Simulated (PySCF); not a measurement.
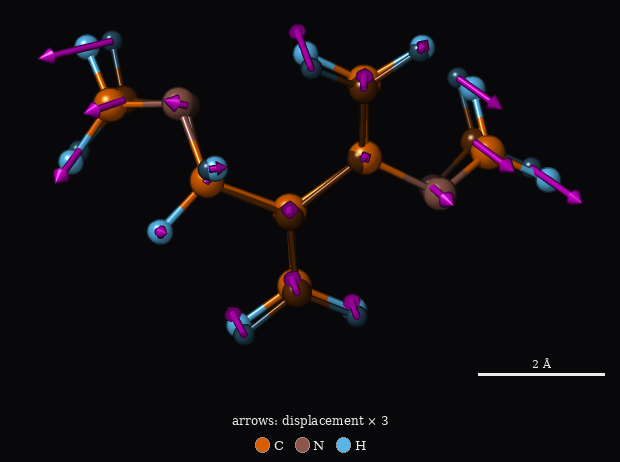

This is a relaxation of C7H10N2. The starting structure is drawn faded, the final one solid; purple arrows show the displacements, 3 times their true length. The two geometries are superimposed by the best rigid fit.

The picture is a ball-and-stick view, seen face on.

The start comes from GFN2-xTB.

These are results of PySCF 2.14.0, density-fitted response routines, PBE0-D3(BJ)/def2-SVP geometry optimisation, gas phase, not measurements. 

> Which element moves most?

Hydrogen: up to 0.48 Å, against 0.33 Å for carbon.

> What happened in the run?

After 7 geometry steps the energy has fallen by 11.7 kJ/mol. Largest force component: 0.6 eV/Å at the start, 0.018 eV/Å at the end. The largest move after the best rigid fit is that of an H atom, 0.48 Å. By element the largest moves are H 0.48 Å, C 0.33 Å, N 0.23 Å. Near-neighbour distances that change, for instance: C–H 1.081 → 1.099 Å, C–H 1.094 → 1.107 Å, C–N 1.392 → 1.405 Å, C–N 1.252 → 1.265 Å. Among the angles between lasting bonds that change: C–N–C 122.6° → 119.6°, N–C–C 110.0° → 112.8°, C–N–C 120.3° → 118.1°.
